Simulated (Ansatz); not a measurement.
Run report: SnNH₃S₂, frequency calculation

The run: frequency calculation of SnNH₃S₂. Method and program: HF/LANL2DZ, RHF, core potentials LANL2DZ (Ansatz 0.2.0).

The geometry was optimised with HF/LANL2DZ. Figures and captions count atoms from 1; the log counts them from 0 in places.

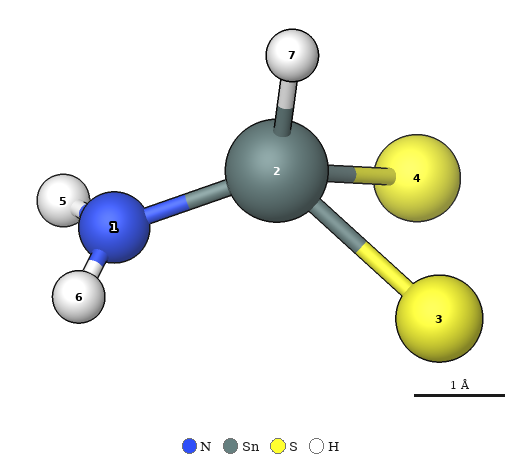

*The structure as given in the input (ball-and-stick view, seen at a tilt; atoms are numbered from 1 in the order of the input). Sticks mark near contacts.*

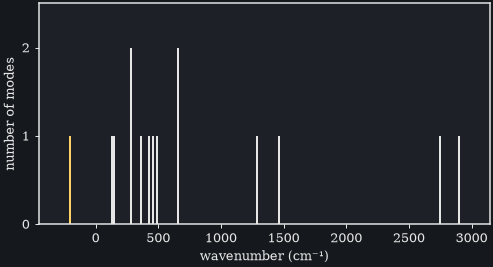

*Harmonic vibrational wavenumbers from the force constants; neighbouring modes closer than 14 cm⁻¹ are counted in one stick, and imaginary ones are drawn at negative wavenumbers.*

15 modes from 207i to 2899 cm⁻¹, 1 imaginary beyond 8i (207i cm⁻¹): a first-order saddle point, if the geometry is stationary.

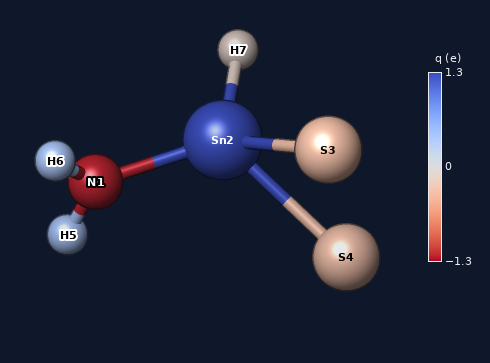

*Mulliken charges, as the colour of each atom (ball-and-stick view, seen at a tilt; atoms are numbered from 1 in the order of the input).*

By element: N −1.22, Sn +1.27, S −0.34 and H −0.14 to +0.39 e.

The input and output of the run follow.

### Input file
```yaml
crystal:
  periodic: [false, false, false]
  atoms:
    - {symbol: "N", position_ang: [-0.913245, 1.064180, -0.144516]}
    - {symbol: Sn, position_ang: [0.644417, -0.077271, 0.038078]}
    - {symbol: S, position_ang: [0.426518, -2.104354, 1.394606]}
    - {symbol: S, position_ang: [0.575716, -2.285958, -1.017346]}
    - {symbol: H, position_ang: [-1.351737, 1.255332, -1.021165]}
    - {symbol: H, position_ang: [-1.454500, 1.380018, 0.633005]}
    - {symbol: H, position_ang: [2.134031, 0.700053, 0.071639]}
basis:
  gaussian: {orbitals: LANL2DZ.json}
hamiltonian: {xc: hf}
phonons: {temperatures: {t_min: 298.15, t_max: 298.15, t_step: 1}, masses: [{species: H, mass: 2.014102}]}
```

Launch command:
```bash
ansatz run molecule.yaml --threads 1 --pin off --max-ram 2610MiB --events-out events.jsonl --progress --plain --runs-dir runs
```

### The program's output
```
Functional definition: HF
  name "HF"
  exchange = exact_x
  correlation = 0
614 factors; integrals over basis functions are off by at most 1.4e-4 eV
mean field evaluation 1: about -2152.8095 eV, gradient 2.9e1 eV
mean field evaluation 2: about -2152.8092 eV, gradient 2.9e1 eV
mean field evaluation 4: about -2155.0272 eV, gradient 2.2e0 eV
mean field evaluation 8: about -2155.0464 eV, gradient 4.1e-4 eV
mean field -2155.04642861 eV, -79.1964955086 hartree, gradient 1.7e-5 eV, S^2 0.000000; 0 other end points of the search recorded, 0 dependent functions left out
the calculation of the forces begins
reference -2155.04642861 eV, -79.1964955086 hartree; 13, 13 occupied and 26, 26 virtual orbitals, 614 factors
these checks for a lower state are left out or cut short: stability, starts, cluster_reference, orbital_swaps, neighbouring_geometries, increment
614 factors; integrals over basis functions are off by at most 1.4e-4 eV
mean field evaluation 16: about -2155.0463 eV, gradient 1.0e-4 eV
mean field -2155.04628041 eV, -79.1964900622 hartree, gradient 8.4e-7 eV, S^2 0.000000; 0 other end points of the search recorded, 0 dependent functions left out
[... from here on the field's lines of each further geometry are left out, up to the last ...]
the calculation of the forces begins
reference -2155.04642632 eV, -79.1964954242 hartree; 13, 13 occupied and 26, 26 virtual orbitals, 614 factors
these checks for a lower state are left out or cut short: stability, starts, cluster_reference, orbital_swaps, neighbouring_geometries, increment
614 factors; integrals over basis functions are off by at most 1.4e-4 eV
mean field -2155.04642590 eV, -79.1964954088 hartree, gradient 9.9e-7 eV, S^2 0.000000; 0 other end points of the search recorded, 0 dependent functions left out
the calculation of the forces begins
reference -2155.04642590 eV, -79.1964954088 hartree; 13, 13 occupied and 26, 26 virtual orbitals, 614 factors
WARN: phonons: modes at or below zero, which the zero-point energy, F, S and C_V leave out: 1, the lowest at -207.15 cm⁻¹. A minimum has none, and a first-order saddle one
Total energy: -2155.04642861 eV, -79.1964955086 hartree
Atom 0 at    -0.913245     1.064180    -0.144516 Å, force    -0.000171    -0.000034    -0.001791 eV/Å
Atom 1 at     0.644417    -0.077271     0.038078 Å, force    -0.000315     0.000119    -0.000233 eV/Å
Atom 2 at     0.426518    -2.104354     1.394606 Å, force    -0.000078    -0.000009     0.000113 eV/Å
Atom 3 at     0.575716    -2.285958    -1.017346 Å, force     0.000108    -0.000017     0.000031 eV/Å
Atom 4 at    -1.351737     1.255332    -1.021165 Å, force     0.000456    -0.000126     0.001362 eV/Å
Atom 5 at    -1.454500     1.380018     0.633005 Å, force    -0.000123     0.000044     0.000434 eV/Å
Atom 6 at     2.134031     0.700053     0.071639 Å, force     0.000122     0.000023     0.000084 eV/Å
Dipole moment:    -0.067459     1.229778    -0.096745 e Å
Vibrations: -207.15 129.43 145.83 282.89 285.70 363.26 429.52 460.88 491.71 654.94 655.22 1285.40 1464.82 2746.94 2899.27 cm⁻¹, zero-point energy 0.762243 eV
```

### Summary

| quantity | value |
| --- | --- |
| outcome | converged |
| total energy | −79.196496 hartree |
| basis functions | 39 |
| largest force | 0.002 eV/Å |
| zero-point energy | 0.028012 hartree |
| dipole moment | 5.93 D |
| wavenumbers, lowest and highest | 207i and 2899 cm⁻¹ |
| hardware | 1 thread of Intel Xeon (Granite Rapids), 64 GiB of memory available, shared host |
| wall time | 9.9 s |
| peak memory | 0.092 GiB |
